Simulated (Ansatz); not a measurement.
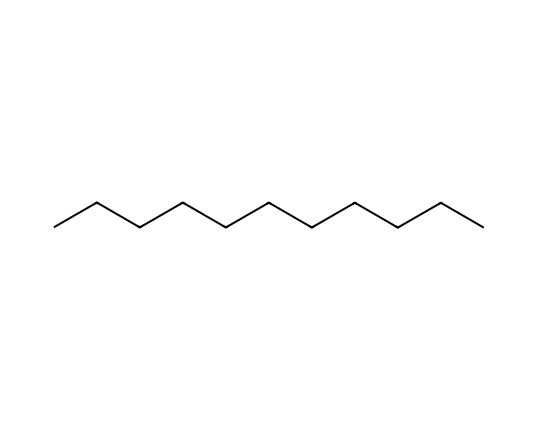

The geometry was computed by an optimisation with PBE0-D4/def2-TZVP. No frequency run is at hand to confirm it as a minimum. Program: Ansatz 0.2.0.

Compare HOMO–LUMO gap (eV), HOMO energy (eV) at these levels: B3LYP-D4/def2-TZVPP; B97M-V/def2-TZVPP; BLYP-D4/def2-TZVPP; CAM-B3LYP-D4/def2-TZVPP; HSE06 (plane-wave form)-D4/def2-TZVPP; PBE-D4/def2-TZVPP; r2SCAN-D4/def2-TZVPP; r2SCAN0-D4/def2-TZVPP; revPBE-D4/def2-TZVPP; ωB97M-V/def2-SVP; ωB97X-V/def2-TZVPP.

```
                                level  HOMO–LUMO gap (eV)  HOMO energy (eV)
                  B3LYP-D4/def2-TZVPP                8.98             −8.24
                    B97M-V/def2-TZVPP                7.87             −7.52
                   BLYP-D4/def2-TZVPP                7.30             −7.01
              CAM-B3LYP-D4/def2-TZVPP               11.65             −9.84
HSE06 (plane-wave form)-D4/def2-TZVPP                8.69             −8.02
                    PBE-D4/def2-TZVPP                7.34             −7.08
                 r2SCAN-D4/def2-TZVPP                8.24             −7.35
                r2SCAN0-D4/def2-TZVPP               10.05             −8.59
                 revPBE-D4/def2-TZVPP                7.42             −7.04
                     ωB97M-V/def2-SVP               13.96            −10.71
                   ωB97X-V/def2-TZVPP               13.68            −10.83
```
